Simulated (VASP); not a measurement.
Band structure of TiSe₂ (1T layered). All values below come from PBEsol GGA, VASP's PBE PAW potentials (set 64) (plane waves; VASP 6.6.1).

Without a dispersion term in the relaxation, distances and binding between the weakly bound layers, chains or molecules are unreliable, and so is what depends on them.

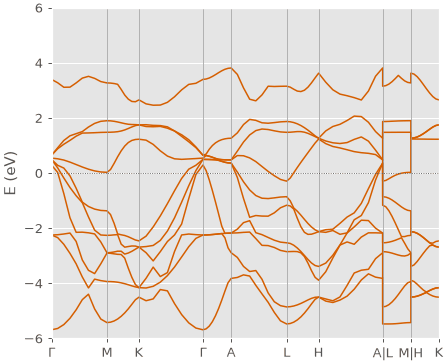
Fig. 1. Bands along high-symmetry lines, zero at the valence-band maximum or, without a gap, the Fermi level

### Question
Read the plot: is there a gap, and where are the band edges?

### Answer
It has no gap at this level: it comes out as a metal or semimetal. (Edges off the drawn lines would not show.)

The compound is TiSe2 in the 1T layered structure. It was relaxed first, which changed the volume by -5 %.
